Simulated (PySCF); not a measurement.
# Indium: the same states on changed settings

These states were run before on sound settings. What differs here: radial step 0.8 in ln r (0.13 in the sound run), unsound on purpose. What does it move?

Method: unrestricted determinants in a Gaussian basis, no spin-orbit coupling in the energies. Code: PySCF 2.14.0.

**1. Starting point**

| Item | Value |
| --- | --- |
| Element | indium (Z = 49) |
| Basis | cc-pVDZ-PP with ECP28MDF (4s3p2d, 23 functions) |
| Hamiltonian | scalar relativity through the core potential |
| State 1 | In²⁺: [Kr] 4d10 5s1, 2S determinant |
| State 2 | In³⁺: [Kr] 4d10, closed-shell 1S |
| Methods | PBE0, MN15 |

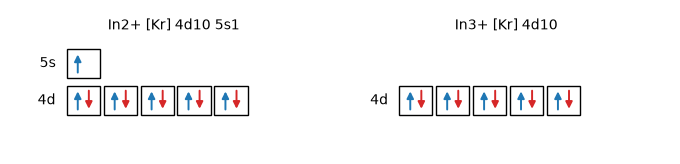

Occupation of the outer shells (arrows by Hund's rule).

The sound run (cc-pVDZ-PP with ECP28, scalar relativity through the core potential, symmetry-adapted start, fine grid, valence correlation) gave:

```
species  method  energy (hartree)
   In²⁺     UHF        -188.38874
   In²⁺    PBE0        -189.21422
   In²⁺    MN15        -188.79381
   In³⁺     UHF        -187.40969
   In³⁺    PBE0        -188.17593
   In³⁺    MN15        -187.76103
```

One driver process ran all states and methods and kept the integrals in memory. Each run is shown as a PySCF script that sums up its settings (the driver passes frozen orbitals as a list and adds second-order terms of double hybrids); the logs are those of the runs themselves. The driver starts from symmetry-adapted Hartree-Fock orbitals, holds the occupation by maximum overlap and uses a logarithmic radial grid for functionals, so a plain start would take other cycles.

The driver's launch:

```bash
OMP_NUM_THREADS=1 python atomrun2.py TASK.json OUT
```

The integrals over 23 functions and the set-up took 0.03 s of CPU time.

The grid is set inside the driver, so the scripts do not show it: radial step 0.8 in ln r (0.13 in the sound run).

**2. Changed run, In²⁺: the ladder of methods**

**PBE0**

The input, input.py:

```python
from pyscf import gto, scf, dft, mp, cc
import basis_set_exchange as bse
txt = bse.get_basis("cc-pVDZ-PP", elements=["In"], fmt="nwchem", header=False)
cut = txt.index("\nECP")
mol = gto.M(atom="In 0 0 0", charge=2, spin=1, symmetry="D2h",
            basis=gto.basis.parse(txt[:cut]),
            ecp={"In": gto.basis.parse_ecp(txt[cut:])})
mf = dft.UKS(mol, xc="PBE0")
mf.irrep_nelec = {'Ag': (4, 3), 'B1g': (1, 1), 'B2g': (1, 1), 'B3g': (1, 1), 'B1u': (1, 1), 'B2u': (1, 1), 'B3u': (1, 1)}
mf.kernel()
```

Output:

```text
damping factor = 0
level_shift factor = 0
DIIS = <class 'pyscf.scf.diis.CDIIS'>
diis_start_cycle = 1
diis_space = 10
diis_damp = 0
SCF conv_tol = 1e-09
SCF conv_tol_grad = None
number electrons alpha = 10  beta = 9
XC functionals = PBE0
    C. Adamo and V. Barone.,  J. Chem. Phys. 110, 6158 (1999)
    M. Ernzerhof and G. E. Scuseria.,  J. Chem. Phys. 110, 5029 (1999)
cycle= 1 E= -189.960443017395  delta_E= -0.0175  |g|= 0.0135  |ddm|= 0.589
cycle= 2 E= -189.960554881045  delta_E= -0.000112  |g|= 0.00354  |ddm|= 0.0366
cycle= 3 E= -189.960560969802  delta_E= -6.09e-06  |g|= 0.000271  |ddm|= 0.0105
cycle= 4 E= -189.960561021939  delta_E= -5.21e-08  |g|= 7.46e-06  |ddm|= 0.00119
cycle= 5 E= -189.960561021999  delta_E= -5.99e-11  |g|= 2.12e-07  |ddm|= 6.5e-05
converged SCF energy = -189.960561021999  <S^2> = 0.7503419  2S+1 = 2.0003419
```

Time after the integrals: 0.02 s (1 thread of AMD EPYC 9R45, shared host).

The occupied shells:

```
shell  electrons  mean orbital energy (eV)  spread (eV)  rms radius (bohr)
 4s α          1                   -150.24            0              0.902
 4s β          1                   -150.06            0              0.902
 4p α          3                   -104.37            0              0.985
 4p β          3                   -104.20            0              0.985
 4d α          5                   -38.459            0               1.26
 4d β          5                   -38.111            0               1.26
 5s α          1                   -25.901            0               2.44
```

⟨S²⟩ = 0.750, ⟨L²⟩ = 0.00.

Energies and moments cover only the electrons outside the core potential.

**MN15**

input.py differs from the last one in:

```diff
@@ -7,3 +7,3 @@
             ecp={"In": gto.basis.parse_ecp(txt[cut:])})
-mf = dft.UKS(mol, xc="PBE0")
+mf = dft.UKS(mol, xc="MN15")
 mf.irrep_nelec = {'Ag': (4, 3), 'B1g': (1, 1), 'B2g': (1, 1), 'B3g': (1, 1), 'B1u': (1, 1), 'B2u': (1, 1), 'B3u': (1, 1)}
```

Output:

```text
damping factor = 0
level_shift factor = 0
DIIS = <class 'pyscf.scf.diis.CDIIS'>
diis_start_cycle = 1
diis_space = 10
diis_damp = 0
SCF conv_tol = 1e-09
SCF conv_tol_grad = None
number electrons alpha = 10  beta = 9
XC functionals = MN15
    H. S. Yu, X. He, S. L. Li, and D. G. Truhlar.,  Chem. Sci. 7, 5032-5051 (2016)
    H. S. Yu, X. He, S. L. Li, and D. G. Truhlar.,  Chem. Sci. 7, 5032-5051 (2016)
cycle= 1 E= -187.882299494611  delta_E= -0.0283  |g|= 0.0841  |ddm|= 0.571
cycle= 2 E= -187.884917694431  delta_E= -0.00262  |g|= 0.0293  |ddm|= 0.165
cycle= 3 E= -187.885267671596  delta_E= -0.00035  |g|= 0.000471  |ddm|= 0.0487
cycle= 4 E= -187.885267938612  delta_E= -2.67e-07  |g|= 7.81e-05  |ddm|= 0.0038
cycle= 5 E= -187.885267945082  delta_E= -6.47e-09  |g|= 3.48e-06  |ddm|= 0.000591
cycle= 6 E= -187.885267945101  delta_E= -1.92e-11  |g|= 1.89e-07  |ddm|= 3.86e-05
converged SCF energy = -187.885267945101  <S^2> = 0.75267262  2S+1 = 2.0026708
```

Time after the integrals: 0.03 s (1 thread of AMD EPYC 9R45, shared host).

Energies and moments cover only the electrons outside the core potential.

**3. Changed run, In³⁺: the ladder of methods**

**PBE0**

The input, input.py:

```python
from pyscf import gto, scf, dft, mp, cc
import basis_set_exchange as bse
txt = bse.get_basis("cc-pVDZ-PP", elements=["In"], fmt="nwchem", header=False)
cut = txt.index("\nECP")
mol = gto.M(atom="In 0 0 0", charge=3, spin=0, symmetry="D2h",
            basis=gto.basis.parse(txt[:cut]),
            ecp={"In": gto.basis.parse_ecp(txt[cut:])})
mf = dft.UKS(mol, xc="PBE0")
mf.irrep_nelec = {'Ag': (3, 3), 'B1g': (1, 1), 'B2g': (1, 1), 'B3g': (1, 1), 'B1u': (1, 1), 'B2u': (1, 1), 'B3u': (1, 1)}
mf.kernel()
```

Output:

```text
damping factor = 0
level_shift factor = 0
DIIS = <class 'pyscf.scf.diis.CDIIS'>
diis_start_cycle = 1
diis_space = 10
diis_damp = 0
SCF conv_tol = 1e-09
SCF conv_tol_grad = None
number electrons alpha = 9  beta = 9
XC functionals = PBE0
    C. Adamo and V. Barone.,  J. Chem. Phys. 110, 6158 (1999)
    M. Ernzerhof and G. E. Scuseria.,  J. Chem. Phys. 110, 5029 (1999)
cycle= 1 E= -188.884366699442  delta_E= -0.0155  |g|= 0.0109  |ddm|= 0.271
cycle= 2 E= -188.884423004585  delta_E= -5.63e-05  |g|= 0.00217  |ddm|= 0.0118
cycle= 3 E= -188.884424754071  delta_E= -1.75e-06  |g|= 8.68e-05  |ddm|= 0.00248
cycle= 4 E= -188.884424757906  delta_E= -3.84e-09  |g|= 5.46e-07  |ddm|= 8.6e-05
cycle= 5 E= -188.884424757906  delta_E=    0  |g|= 5.15e-09  |ddm|= 6.6e-07
converged SCF energy = -188.884424757906  <S^2> = 1.7763568e-15  2S+1 = 1
```

It took 0.02 s on 1 thread of AMD EPYC 9R45, shared host, the integrals not counted.

The occupied shells:

```
shell  electrons  mean orbital energy (eV)  spread (eV)  rms radius (bohr)
   4s          2                   -162.05            0              0.901
   4p          6                   -116.17            0              0.984
   4d         10                   -49.914            0               1.25
```

⟨S²⟩ = 0.000, ⟨L²⟩ = 0.00.

Energies and moments cover only the electrons outside the core potential.

**MN15**

input.py differs from the last one in:

```diff
@@ -7,3 +7,3 @@
             ecp={"In": gto.basis.parse_ecp(txt[cut:])})
-mf = dft.UKS(mol, xc="PBE0")
+mf = dft.UKS(mol, xc="MN15")
 mf.irrep_nelec = {'Ag': (3, 3), 'B1g': (1, 1), 'B2g': (1, 1), 'B3g': (1, 1), 'B1u': (1, 1), 'B2u': (1, 1), 'B3u': (1, 1)}
```

Output:

```text
damping factor = 0
level_shift factor = 0
DIIS = <class 'pyscf.scf.diis.CDIIS'>
diis_start_cycle = 1
diis_space = 10
diis_damp = 0
SCF conv_tol = 1e-09
SCF conv_tol_grad = None
number electrons alpha = 9  beta = 9
XC functionals = MN15
    H. S. Yu, X. He, S. L. Li, and D. G. Truhlar.,  Chem. Sci. 7, 5032-5051 (2016)
    H. S. Yu, X. He, S. L. Li, and D. G. Truhlar.,  Chem. Sci. 7, 5032-5051 (2016)
cycle= 1 E= -186.868121130618  delta_E= -0.0259  |g|= 0.0561  |ddm|= 0.458
cycle= 2 E= -186.869263550022  delta_E= -0.00114  |g|= 0.0142  |ddm|= 0.0776
cycle= 3 E= -186.869333170845  delta_E= -6.96e-05  |g|= 0.000215  |ddm|= 0.0163
cycle= 4 E= -186.869333183145  delta_E= -1.23e-08  |g|= 9.21e-07  |ddm|= 0.000301
cycle= 5 E= -186.869333183145  delta_E= -4.26e-13  |g|= 2.85e-08  |ddm|= 1.1e-06
converged SCF energy = -186.869333183145  <S^2> = 0  2S+1 = 1
```

Time after the integrals: 0.03 s (1 thread of AMD EPYC 9R45, shared host).

Energies and moments cover only the electrons outside the core potential.

**4. Against the sound run**

```
species  method  converged  energy less sound run (eV)
   In²⁺    PBE0        yes                    -20.3090
   In²⁺    MN15        yes                    +24.7227
   In³⁺    PBE0        yes                    -19.2791
   In³⁺    MN15        yes                    +24.2644
```

Ionisation energy of In²⁺:

```
method  sound run (eV)  changed run (eV)  shift (eV)
   UHF          26.641            26.641      +0.000
  PBE0          28.253            29.283      +1.030
  MN15          28.103            27.645      -0.458
```

**5. Results**

| quantity | value |
| --- | --- |
| change | radial step 0.8 in ln r (0.13 in the sound run) |
| runs converged | 4 of 4 |
| largest shift of a converged total energy | 24.7 eV |
| largest shift of the ionisation energy | +1.030 eV (PBE0) |

What this shows: The ionisation energy moves by up to 1.03 eV, at PBE0. A coarse radial grid mis-integrates the density and the exchange-correlation energy, with errors of either sign; Hartree-Fock needs no grid. The setting is unsound on purpose, so these numbers are no properties of the atom.
